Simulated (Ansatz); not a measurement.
Input file:

```
crystal:
  periodic: [false, false, false]
  atoms:
    - { symbol: C, position_ang: [-1.6843, -1.2415, 0.43] }
    - { symbol: C, position_ang: [-0.6977, -0.4685, -0.0131] }
    - { symbol: C, position_ang: [0.7492, -0.5484, 0.4322] }
    - { symbol: Si, position_ang: [1.0422, 0.8153, -0.777] }
    - { symbol: O, position_ang: [1.1931, 2.3358, -0.2323] }
    - { symbol: O, position_ang: [-0.6552, 0.4912, -0.9041] }
    - { symbol: H, position_ang: [-1.5716, -1.9552, 1.1819] }
    - { symbol: H, position_ang: [-2.682, -1.0139, -0.0034] }
    - { symbol: H, position_ang: [0.9772, -0.2725, 1.5329] }
    - { symbol: H, position_ang: [1.303, -1.4824, 0.2358] }
    - { symbol: H, position_ang: [2.09968, 2.45886, -0.61055] }
    - { symbol: H, position_ang: [0.4093, 2.7673, 0.1577] }
basis:
  gaussian: { orbitals: "6-31G" }
hamiltonian:
  xc: pbe0
  dispersion: d4
relax:
  f_tol: 0.02
  max_steps: 50
output:
  orbitals: {}
```

Run with:

```sh
ansatz run input.yaml --threads 1 --pin off --max-ram 2048MiB --backend cpu --events-out ev --progress --plain --runs-dir out
```

The fields are those of the relaxed geometry.

Method: Ansatz, RKS PBE0-D4/6-31G.

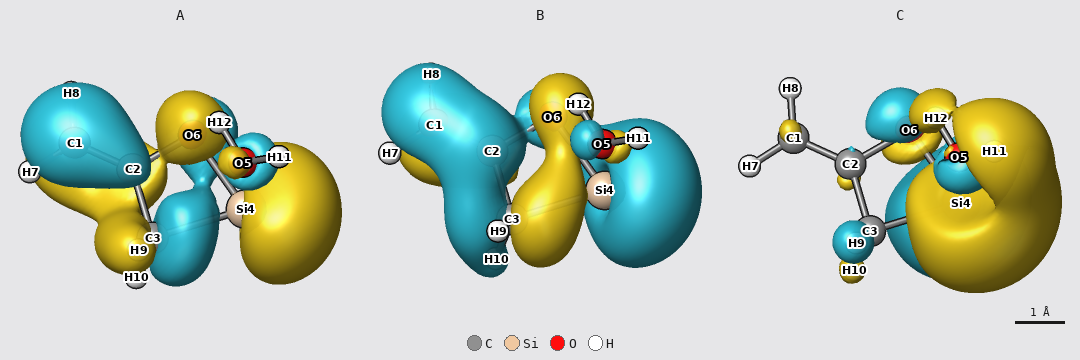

C$_{3}$H$_{6}$O$_{2}$Si. Three frontier orbitals at ±0.08 Å⁻³ᐟ² (yellow and cyan are the two phases), in no order.

### Which picture is the HOMO−1, the HOMO and the LUMO?

B is the HOMO−1 (−6.35 eV). By Hirshfeld shares it lies mainly on Si4 (about 40 %), C1 (about 20 %), C2 (about 15 %), C3 (about 15 %) and O6 (about 10 %). A is the HOMO (−5.78 eV). It lies mainly on Si4 (about 30 %), C1 (about 25 %), O6 (about 15 %), C2 (about 15 %) and C3 (about 10 %). C is the LUMO (−0.48 eV). Its weight (Hirshfeld) is mainly on Si4 (about 65 %), O5 (about 10 %), H11 (about 5 %) and O6 (about 5 %).

### What is the HOMO–LUMO gap?

5.30 eV between the orbital energies.
